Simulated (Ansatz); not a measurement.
## Ligand exchange: SiH3Br + C2H3IO → SiH3I + C2H3BrO

Species: SiH3Br `[SiH3]Br`, singlet; C2H3IO `CC(=O)I`, singlet; SiH3I `[SiH3]I`, singlet; C2H3BrO (acetyl bromide) `CC(=O)Br`, singlet. The partners trade Br for I: Si–Br and C–I bonds give way to Si–I and C–Br.

Shapes, held fixed at every level: PBE0-D4/def2-TZVP. Programs: Ansatz 0.2.0. The zero-point and thermal change to 298 K, harmonic and unscaled (PBE0-D4/def2-TZVP), is 0.0 kJ/mol.

```
                level                    kind  ΔH(298 K) (kJ/mol)  less CCSD(T)/def2-TZVPP  CPU time (sum over the molecules)
        HF/def2-TZVPP            Hartree–Fock                +6.1                     -3.6                                  –
r2SCAN0-D4/def2-TZVPP           global hybrid                +7.3                     -2.4                               33 s
   wB97M-V/def2-TZVPP  range-separated hybrid                +7.4                     -2.3                               72 s
   wB97X-V/def2-TZVPP  range-separated hybrid                +6.1                     -3.6                               50 s
       MP2/def2-TZVPP     perturbation theory               +10.4                     +0.7                                  –
     CCSD(T)/def2-SVP   coupled cluster or CI                +8.5                     -1.2                               28 s
   CCSD(T)/def2-TZVPP   coupled cluster or CI                +9.7                      0.0                            7.5 min
```

The highest level, CCSD(T)/def2-TZVPP, gives ΔH(298 K) = +9.7 kJ/mol; the levels span +6.1 to +10.4. The column of differences is taken from that level and isn't an error. No measured value is set beside it here. For atoms past krypton def2 sets carry core potentials with scalar relativity. Relativity is left out for Br unless named. Correlated rows may include outer-core shells of Br, I, which these sets cover unevenly. Times are processor times on shared x86 and Arm servers, and rough.

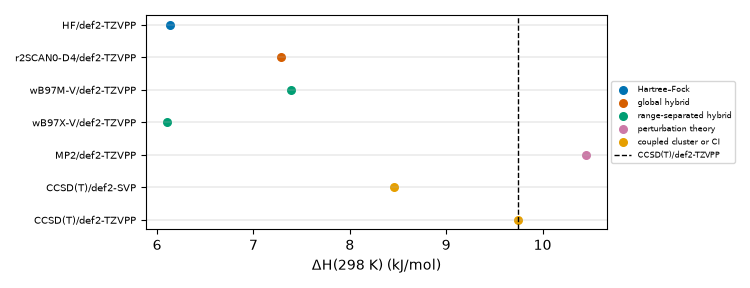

The values of the table, level by level.
